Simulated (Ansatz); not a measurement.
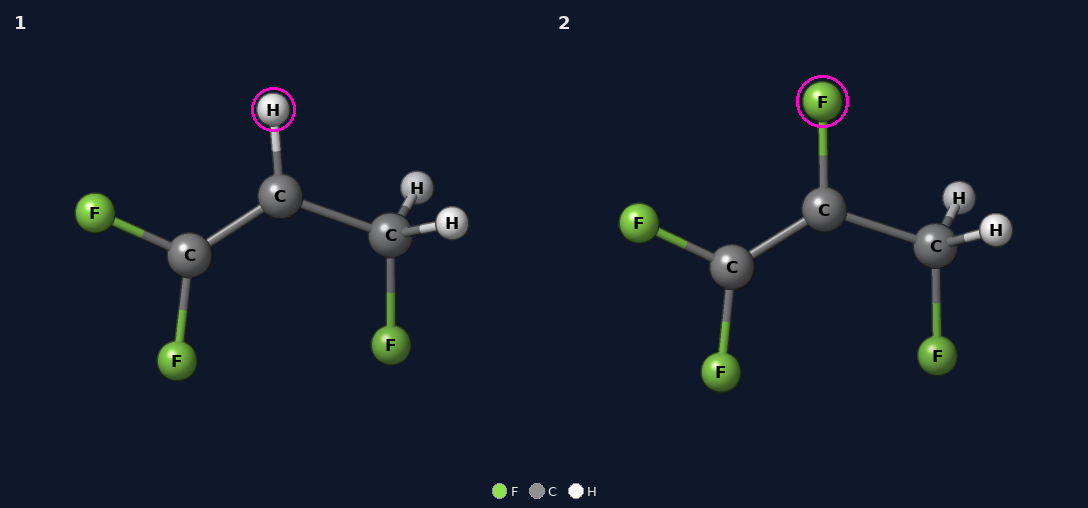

2 molecules with one skeleton, seen from the same side and at one scale; the atom that differs is circled. Charge 0, singlet. Computed geometries: PBE0-D4/def2-TZVP optimisations, one conformation each. Properties computed with Ansatz 0.2.0.

One atom differs, called X below: H in panel 1, F in panel 2. Their formulas are C3H3F3 (`FCC=C(F)F`), C3H2F4 (`FCC(F)=C(F)F`).

Question: In which is the length of X–C larger (PBE0-D4/def2-TZVP)?

Answer: In panel 2 (X = F).

Question: In which is the smallest angle C–C–X larger (PBE0-D4/def2-TZVP)?

Answer: In panel 1 (X = H).

Give the values. With PBE0-D4/def2-TZVP: length of X–C (Å), smallest angle C–C–X (°), largest angle C–C–X (°). With B3LYP-D4/def2-TZVPP: dipole moment (D), HOMO energy (Kohn–Sham orbital) (eV), HOMO–LUMO gap (eV).

```tsv
quantity	1 (H)	2 (F)	2 − 1
length of X–C (Å)	1.083	1.341	+0.258
smallest angle C–C–X (°)	115.8	111.9	−3.9
largest angle C–C–X (°)	116.6	118.3	+1.7
dipole moment (D)	2.45	1.45	−1.00
HOMO energy (Kohn–Sham orbital) (eV)	−7.32	−7.26	+0.06
HOMO–LUMO gap (eV)	7.61	7.51	−0.10
```
